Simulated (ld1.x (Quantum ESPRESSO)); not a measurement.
# Tin: generating and testing a TM potential

Task: generate the file, and judge it by its errors in other configurations, its logarithmic derivatives, its ghosts and its cutoff.

Program: ld1.x (Quantum ESPRESSO) 7.5. Reference atom: PBE, scalar-relativistic, spherical and spin-unpolarised. All values are calculated.

### 1 Settings

Typed settings, in words:

* element: tin (Sn, Z = 50)
* type: norm-conserving Troullier–Martins (Kleinman–Bylander form)
* frozen core: [Kr]
* valence charge: 14
* reference configuration: 4d10 5s2 5p2
* partial waves: 5s (bound): rc 2.10 bohr; 5p (bound): rc 2.60 bohr; 4f channel at 0.05 Ry: rc 2.10 bohr; 4d (bound): rc 0.90 bohr
* local potential: the d channel
* core correction: not asked for

An earlier all-electron run gives the scale for the radii.

All-electron outer shells of the reference configuration (PBE, scalar-relativistic, ld1.x):

| shell | level (eV) | outermost node (bohr) | outermost maximum (bohr) |
| --- | --- | --- | --- |
| 4s | -133.93 | 0.40 | 0.74 |
| 4p | -89.70 | 0.41 | 0.79 |
| 4d | -25.84 | 0.39 | 0.88 |
| 5s | -10.55 | 0.98 | 2.01 |
| 5p | -3.69 | 1.09 | 2.55 |

### 2 The generation run

Sn.in reads:

```
 &input
   title='Sn', zed=50., rel=1, dft='PBE', iswitch=3,
   config='[Kr] 4d10 4f-2 5s2 5p2',
   nld=4, rlderiv=2.85, eminld=-4.0, emaxld=5.0, deld=0.02
 /
 &inputp
   pseudotype=2, tm=.true., lloc=2,
   nlcc=.false.,
   file_pseudopw='Sn.UPF', file_wfcaegen='ae.wfc', file_wfcncgen='nc.wfc', file_beta='beta', file_chi='chi'
 /
4
5S  1  0   2.00   0.00  2.10  2.10  0.0
5P  2  1   2.00   0.00  2.60  2.60  0.0
4F  4  3  -2.00   0.05  2.10  2.10  0.0
4D  3  2  10.00   0.00  0.90  0.90  0.0
 &test
   configts(1)='4d10 5s2 5p2'
 /
```

Launch:

```sh
$ ld1.x < Sn.in > Sn.out
```

Output in Sn.out (without the banner and most projector matrices):

```text
     Program LD1 v.7.5
     --------------------------- All-electron run ----------------------------

     Sn
     scalar relativistic calculation

     atomic number is 50.00
     dft =PBE   lsd =0 sic =0 latt =0  beta=0.20 tr2=1.0E-14
     Exchange-correlation= PBE
                           (   1   4   3   4   0   0   0)
     mesh =1243 r(mesh) = 100.78374 a.u. xmin = -7.00 dx = 0.01250
     1 Ry =  13.60569312 eV, c = 137.03599908

     n l     nl                  e(Ry)          e(Ha)          e(eV)
     1 0     1S 1( 2.00)     -2132.5094     -1066.2547    -29014.2686
     2 0     2S 1( 2.00)      -321.9321      -160.9660     -4380.1088
     2 1     2P 1( 6.00)      -288.9932      -144.4966     -3931.9523
     3 0     3S 1( 2.00)       -62.1247       -31.0624      -845.2497
     3 1     3P 1( 6.00)       -51.3616       -25.6808      -698.8107
     4 0     4S 1( 2.00)        -9.8437        -4.9218      -133.9301
     4 1     4P 1( 6.00)        -6.5928        -3.2964       -89.7001
     3 2     3D 1(10.00)       -34.7961       -17.3980      -473.4246
     4 2     4D 1(10.00)        -1.8991        -0.9496       -25.8391
     5 0     5S 1( 2.00)        -0.7753        -0.3877       -10.5488
     5 1     5P 1( 2.00)        -0.2715        -0.1358        -3.6941

     final scf error:  8.2E-15 reached in  31 iterations

     Etot =  -12354.410875 Ry,   -6177.205437 Ha, -168090.323077 eV

     Ekin =   12899.149735 Ry,    6449.574868 Ha,  175501.872843 eV
     Encl =  -29875.374000 Ry,  -14937.687000 Ha, -406475.170578 eV
     Eh   =    4951.344976 Ry,    2475.672488 Ha,   67366.480290 eV
     Exc  =    -329.531586 Ry,    -164.765793 Ha,   -4483.505633 eV

     normalization and overlap integrals

     s(1S/1S) =  1.000000  <r> =   0.0291  <r2> =    0.0011  r(max) =   0.0188
     s(2S/2S) =  1.000000  <r> =   0.1255  <r2> =    0.0186  r(max) =   0.1054
     s(2P/2P) =  1.000000  <r> =   0.1096  <r2> =    0.0147  r(max) =   0.0853
     s(3S/3S) =  1.000000  <r> =   0.3393  <r2> =    0.1317  r(max) =   0.3090
     s(3P/3P) =  1.000000  <r> =   0.3377  <r2> =    0.1323  r(max) =   0.3013
     s(4S/4S) =  1.000000  <r> =   0.8186  <r2> =    0.7582  r(max) =   0.7412
     s(4P/4P) =  1.000000  <r> =   0.8859  <r2> =    0.8969  r(max) =   0.7890
     s(3D/3D) =  1.000000  <r> =   0.3146  <r2> =    0.1175  r(max) =   0.2498
     s(4D/4D) =  1.000000  <r> =   1.0991  <r2> =    1.4383  r(max) =   0.8829
     s(5S/5S) =  1.000000  <r> =   2.3966  <r2> =    6.5684  r(max) =   2.0147
     s(5P/5P) =  1.000000  <r> =   3.2510  <r2> =   12.4120  r(max) =   2.5548

     ------------------------ End of All-electron run ------------------------

     --------------------- Generating NC pseudopotential ---------------------

      Generating local pot.: lloc=2, matching radius rcloc =   0.9000

      Wfc   5S  rcut= 2.092  Using Troullier-Martins method

      Wfc   5P  rcut= 2.619  Using Troullier-Martins method

      Wfc   4F  rcut= 2.092  Using Troullier-Martins method

     ------------------- End of pseudopotential generation -------------------

     [... the all-electron block is printed once more ...]


     Computing logarithmic derivative in   2.84126
     Computing logarithmic derivative in   2.84126
     Computing the partial wave expansion
     R is outside the sphere for l=    0 j= 0.00
     R is outside the sphere for l=    1 j= 0.00
       no projector for channel:   2
     R is outside the sphere for l=    3 j= 0.00

     ---------------------- Testing the pseudopotential ----------------------

     Sn
     scalar relativistic calculation

     atomic number is 50.00   valence charge is 14.00
     dft =PBE   lsd =0 sic =0 latt =0  beta=0.20 tr2=1.0E-14
     mesh =1243 r(mesh) = 100.78374 xmin = -7.00 dx = 0.01250

     n l     nl             e AE (Ry)        e PS (Ry)    De AE-PS (Ry)
     3 2     4D   1(10.00)       -1.89914       -1.89903       -0.00011
     1 0     5S   1( 2.00)       -0.77532       -0.77533        0.00000
     2 1     5P   1( 2.00)       -0.27151       -0.27151        0.00000

     eps = 7.1E-15  iter = 27

     Etot =  -12354.410875 Ry,   -6177.205437 Ha, -168090.323077 eV
     Etotps =  -135.762107 Ry,     -67.881054 Ha,   -1847.137568 eV

     Ekin =     103.147883 Ry,      51.573942 Ha,    1403.398449 eV
     Encl =    -344.599085 Ry,    -172.299542 Ha,   -4688.509400 eV
     Ehrt =     119.556215 Ry,      59.778107 Ha,    1626.645172 eV
     Ecxc =     -16.283756 Ry,      -8.141878 Ha,    -221.551790 eV
     Epseu=       2.416636 Ry,       1.208318 Ha,      32.880001 eV

     ---------------------- End of pseudopotential test ----------------------
```

Run time: 2 s. Hardware: 1 thread, shared host. This counts the later configuration tests of the new file too.

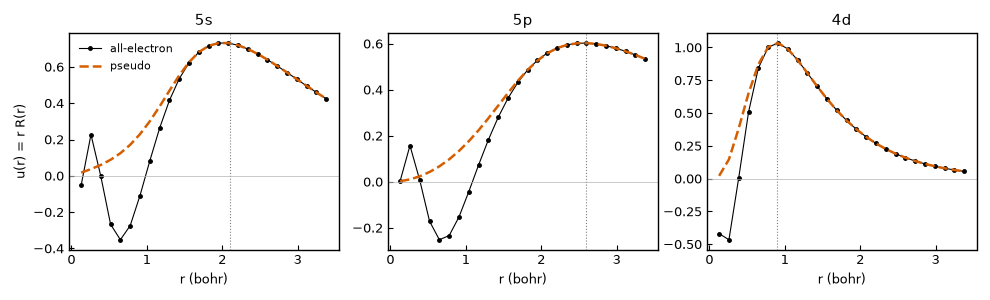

All-electron and pseudo partial waves (5s, 5p, 4d), with the matching radii dotted. The curves join 26 sampled radii, too few to resolve the innermost nodes.

### 3 Transferability test

Sn.test.in reads:

```
 &input
   title='Sn', zed=50., rel=1, dft='PBE', iswitch=2,
   config='[Kr] 4d10 4f-2 5s2 5p2'
 /
 &test
   file_pseudo='Sn.UPF', nconf=8,
   configts(1)='4d10 5s2 5p2',
   configts(2)='4d10 5s2 5p1',
   configts(3)='4d10 5s2 5p0',
   configts(4)='4d10 5s1 5p0',
   configts(5)='4d10 5s1 5p2',
   configts(6)='4d10 5s2 5p1.5',
   configts(7)='4d9 5s2 5p2',
   configts(8)='4d9 5s2 5p3'
 /
```

Launch:

```sh
$ ld1.x < Sn.test.in > Sn.test.out
```

Sn.test.out, the pseudopotential blocks, each with the warnings that came before it:

```text
     ---------------------- Testing the pseudopotential ----------------------

     Sn
     scalar relativistic calculation

     atomic number is 50.00   valence charge is 14.00
     dft =PBE   lsd =0 sic =0 latt =0  beta=0.20 tr2=1.0E-14
     mesh =1243 r(mesh) = 100.78374 xmin = -7.00 dx = 0.01250

     n l     nl             e AE (Ry)        e PS (Ry)    De AE-PS (Ry)
     3 2     4D   1(10.00)       -1.89914       -1.89903       -0.00011
     1 0     5S   1( 2.00)       -0.77532       -0.77533        0.00000
     2 1     5P   1( 2.00)       -0.27151       -0.27151        0.00000

     eps = 6.5E-15  iter = 26

     Etot =  -12354.410875 Ry,   -6177.205437 Ha, -168090.323077 eV
     Etotps =  -135.762107 Ry,     -67.881054 Ha,   -1847.137568 eV

     Ekin =     103.147884 Ry,      51.573942 Ha,    1403.398450 eV
     Encl =    -344.599085 Ry,    -172.299542 Ha,   -4688.509401 eV
     Ehrt =     119.556215 Ry,      59.778107 Ha,    1626.645172 eV
     Ecxc =     -16.283756 Ry,      -8.141878 Ha,    -221.551790 eV
     Epseu=       2.416636 Ry,       1.208318 Ha,      32.880001 eV

     ---------------------- End of pseudopotential test ----------------------

     ---------------------- Testing the pseudopotential ----------------------

     Sn
     [...]
     n l     nl             e AE (Ry)        e PS (Ry)    De AE-PS (Ry)
     3 2     4D   1(10.00)       -2.48469       -2.48110       -0.00359
     1 0     5S   1( 2.00)       -1.30909       -1.30863       -0.00046
     2 1     5P   1( 1.00)       -0.75374       -0.75350       -0.00023

     eps = 7.1E-15  iter = 22

     Etot =  -12353.905608 Ry,   -6176.952804 Ha, -168083.448573 eV
     Etotps =  -135.256825 Ry,     -67.628412 Ha,   -1840.262853 eV
     dEtot_ae =       0.505267 Ry
     dEtot_ps =       0.505282 Ry,   Delta E=      -0.000016 Ry

     [...]
     ---------------------- End of pseudopotential test ----------------------

     ---------------------- Testing the pseudopotential ----------------------

     Sn
     [...]
     n l     nl             e AE (Ry)        e PS (Ry)    De AE-PS (Ry)
     3 2     4D   1(10.00)       -3.17575       -3.16598       -0.00977  !
     1 0     5S   1( 2.00)       -1.91763       -1.91613       -0.00150
     2 1     5P   1( 0.00)       -1.30765       -1.30677       -0.00088

     eps = 8.7E-15  iter = 31

     Etot =  -12352.880119 Ry,   -6176.440059 Ha, -168069.496083 eV
     Etotps =  -134.231587 Ry,     -67.115794 Ha,   -1826.313785 eV
     dEtot_ae =       1.530756 Ry
     dEtot_ps =       1.530520 Ry,   Delta E=       0.000236 Ry

     [...]
     ---------------------- End of pseudopotential test ----------------------

     Warning: n=2, l=1 expected 0 nodes, found 1
     ---------------------- Testing the pseudopotential ----------------------

     Sn
     [...]
     n l     nl             e AE (Ry)        e PS (Ry)    De AE-PS (Ry)
     3 2     4D   1(10.00)       -4.04706       -4.02928       -0.01778  !
     1 0     5S   1( 1.00)       -2.64311       -2.63845       -0.00466
     2 1     5P   1( 0.00)       -1.96962       -1.96962        0.00000

     eps = 1.4E-15  iter = 22

     Etot =  -12350.603760 Ry,   -6175.301880 Ha, -168038.524645 eV
     Etotps =  -131.957724 Ry,     -65.978862 Ha,   -1795.376301 eV
     dEtot_ae =       3.807115 Ry
     dEtot_ps =       3.804383 Ry,   Delta E=       0.002732 Ry

     [...]
     ---------------------- End of pseudopotential test ----------------------

     ---------------------- Testing the pseudopotential ----------------------

     Sn
     [...]
     n l     nl             e AE (Ry)        e PS (Ry)    De AE-PS (Ry)
     3 2     4D   1(10.00)       -2.59312       -2.58945       -0.00367
     1 0     5S   1( 1.00)       -1.37450       -1.37346       -0.00103
     2 1     5P   1( 2.00)       -0.80556       -0.80501       -0.00055

     eps = 9.6E-15  iter = 27

     Etot =  -12353.343403 Ry,   -6176.671702 Ha, -168075.799389 eV
     Etotps =  -134.694923 Ry,     -67.347462 Ha,   -1832.617791 eV
     dEtot_ae =       1.067471 Ry
     dEtot_ps =       1.067184 Ry,   Delta E=       0.000287 Ry

     [...]
     ---------------------- End of pseudopotential test ----------------------

     ---------------------- Testing the pseudopotential ----------------------

     Sn
     [...]
     n l     nl             e AE (Ry)        e PS (Ry)    De AE-PS (Ry)
     3 2     4D   1(10.00)       -2.17631       -2.17479       -0.00152
     1 0     5S   1( 2.00)       -1.03071       -1.03053       -0.00018
     2 1     5P   1( 1.50)       -0.50178       -0.50169       -0.00009

     eps = 9.4E-15  iter = 29

     Etot =  -12354.218616 Ry,   -6177.109308 Ha, -168087.707269 eV
     Etotps =  -135.569824 Ry,     -67.784912 Ha,   -1844.521425 eV
     dEtot_ae =       0.192258 Ry
     dEtot_ps =       0.192283 Ry,   Delta E=      -0.000025 Ry

     [...]
     ---------------------- End of pseudopotential test ----------------------

     Warning: convergence not achieved
     Warning: n=1, l=0 expected 0 nodes, found 1
     ---------------------- Testing the pseudopotential ----------------------

     Sn
     [...]
     n l     nl             e AE (Ry)        e PS (Ry)    De AE-PS (Ry)
     3 2     4D   1( 9.00)       -2.93573       -4.42757        1.49184  !
     1 0     5S   1( 2.00)       -1.48133       -2.78702        1.30569  !
     2 1     5P   1( 2.00)       -0.87023       -0.87023        0.00000

     eps = 4.2E-10  iter =201

     Etot =  -12352.008099 Ry,   -6176.004049 Ha, -168057.631642 eV
     Etotps =  -132.183101 Ry,     -66.091550 Ha,   -1798.442705 eV
     dEtot_ae =       2.402776 Ry
     dEtot_ps =       3.579006 Ry,   Delta E=      -1.176230 Ry

     [...]
     ---------------------- End of pseudopotential test ----------------------

     ---------------------- Testing the pseudopotential ----------------------

     Sn
     [...]
     n l     nl             e AE (Ry)        e PS (Ry)    De AE-PS (Ry)
     3 2     4D   1( 9.00)       -2.32176       -2.34615        0.02439  !
     1 0     5S   1( 2.00)       -0.91758       -0.91599       -0.00159
     2 1     5P   1( 3.00)       -0.35217       -0.34951       -0.00266

     eps = 1.4E-15  iter = 26

     Etot =  -12352.612679 Ry,   -6176.306339 Ha, -168065.857372 eV
     Etotps =  -133.950798 Ry,     -66.975399 Ha,   -1822.493456 eV
     dEtot_ae =       1.798196 Ry
     dEtot_ps =       1.811309 Ry,   Delta E=      -0.013113 Ry

     [...]
     ---------------------- End of pseudopotential test ----------------------
```

1 test gave no usable energy difference (4d9 5s2 5p2).

Energies count from the reference configuration 4d10 5s2 5p2; the error is all-electron less pseudo. A star marks tests that logged a warning.

| valence configuration | charge | ΔE all-electron (eV) | error AE − PS (meV) |
| --- | --- | --- | --- |
| 4d10 5s2 5p1 | +1 | 6.875 | -0.2 |
| 4d10 5s2 5p0 | +2 | 20.827 | +3.2 |
| 4d10 5s1 5p0 * | +3 | 51.798 | +37 |
| 4d10 5s1 5p2 | +1 | 14.524 | +3.9 |
| 4d10 5s2 5p1.5 | +0.5 | 2.616 | -0.3 |
| 4d9 5s2 5p3 | 0 | 24.466 | -178 |

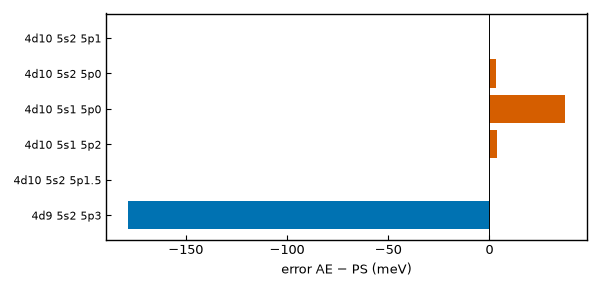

Error of the potential in each test configuration.

### 4 Scattering by logarithmic derivatives

Taken from the files of the generation run. The phase is arctan(r·u′/u) with u = r·R, unwrapped, with energies in Ry. A pole is an energy at which the radial function vanishes at the test radius. The pseudo phase is shifted by a multiple of π to meet the all-electron one at the reference energy. Levels narrower than the energy grid can be missing from the poles. The last column is the largest difference on the grid between −1 and +1 Ry.

| channel | radius (bohr) | reference (Ry) | poles AE | poles PS | window around the reference with phases within 0.05 rad (Ry) | largest difference near zero (rad) |
| --- | --- | --- | --- | --- | --- | --- |
| s | 2.84 | -0.78 | 0.15 | 0.14, 3.77 | below 1.5 | 0.014 |
| p | 2.84 | -0.27 | 1.27 | 1.23 | below 2.7 | 0.004 |
| d | 2.84 | -1.90 | -1.86, 3.27 | -1.86, 3.26 | the whole range | 0.004 |
| f | 2.84 | 0.05 | 2.54 | 2.63 | below 3.1 | 0.001 |

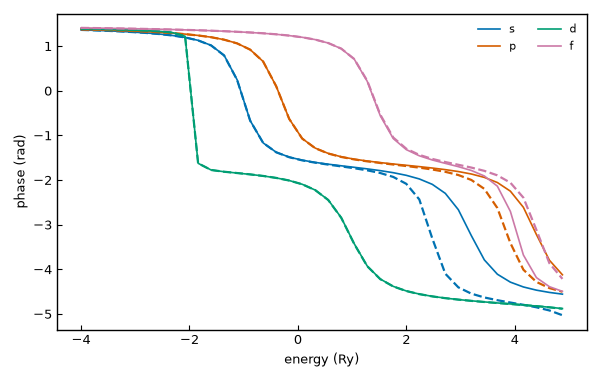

Phases by channel: all-electron solid, pseudo dashed.

### 5 Plane-wave convergence, by spherical Bessel functions

A separate test, outside the generator: the pseudo-atom's Hamiltonian at the reference potential is diagonalised in spherical Bessel functions j_l(qr) that vanish at 20 bohr, with q² up to the cutoff.

All-electron valence levels (Ry): 5s -0.7753, 5p -0.2715, 4d -1.8991. The lowest levels of each channel (Ry) by cutoff; the last column sums, over occupied levels, occupation times the distance from the level at 400 Ry. A positive value at high cutoff is not a bound level.

| cutoff (Ry) | s #1 | s #2 | p #1 | p #2 | f #1 | d #1 | Σ f·Δε (mRy) |
| --- | --- | --- | --- | --- | --- | --- | --- |
| 8 | -2.6882 | -0.7603 | -0.2689 | 0.0223 | 0.1045 | -0.0292 | 18733.2 |
| 15 | -8.8605 | -0.7682 | -0.2717 | 0.0222 | 0.1045 | -0.3528 | 15476.2 |
| 25 | -14.4331 | -0.7741 | -2.2387 | -0.2715 | 0.1045 | -0.9681 | 9312.1 |
| 40 | -17.4073 | -0.7752 | -4.5044 | -0.2715 | 0.1045 | -1.5894 | 3096.0 |
| 55 | -18.1420 | -0.7753 | -5.3922 | -0.2715 | 0.1045 | -1.7999 | 990.6 |
| 90 | -18.4541 | -0.7753 | -5.8666 | -0.2715 | 0.1045 | -1.8879 | 111.6 |
| 120 | -18.4710 | -0.7753 | -5.9185 | -0.2715 | 0.1045 | -1.8955 | 35.2 |
| 160 | -18.4718 | -0.7753 | -5.9261 | -0.2715 | 0.1045 | -1.8982 | 7.8 |
| 180 | -18.4720 | -0.7753 | -5.9263 | -0.2715 | 0.1045 | -1.8987 | 3.2 |
| 260 | -18.4731 | -0.7753 | -5.9267 | -0.2715 | 0.1045 | -1.8989 | 1.2 |
| 300 | -18.4733 | -0.7753 | -5.9268 | -0.2715 | 0.1045 | -1.8990 | 0.5 |
| 400 | -18.4733 | -0.7753 | -5.9269 | -0.2715 | 0.1045 | -1.8990 | 0.0 |

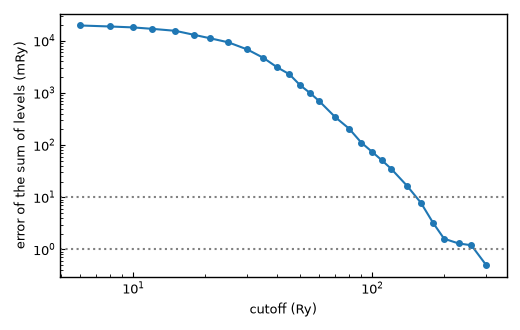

Occupation-weighted error of the valence levels against the cutoff; the dotted lines mark 10 and 1 mRy.

The sum stays within 10 mRy from 160 Ry and within 1 mRy from 300 Ry. The sum leaves out empty levels, which can need more. Ghost test: ghost states, bound below the all-electron valence or empty levels of the same l: s at -251.3 eV, p at -80.6 eV.

### 6 Summary of results

| quantity | value |
| --- | --- |
| cutoffs for 10 and 1 mRy, occupied levels | 160 Ry and 300 Ry |
| bound ghosts | s at -251.34 eV, p at -80.64 eV |
| largest test error (AE − PS) | -178 meV, for 4d9 5s2 5p3 (1 test unsolved) |
| largest phase difference near zero energy, channels read | 0.014 rad |

**Reading.** A bound ghost (s, p) makes it unfit for use: electrons can fall into a state that the atom doesn't have. The worst unpolarised test, 4d9 5s2 5p3, is off by 178 meV on 24.5 eV; by total energies transferability rates as poor. Of the tests 1 gave no usable energy difference, which is a warning in itself. By its cutoff, 160 Ry for the looser tolerance, it is very hard. The slowest occupied level is 4d: taken alone it needs 160 Ry to come within 1 mRy, against 30 Ry for 5s. Near zero energy the phases of the channels with partial waves agree within 0.014 rad.
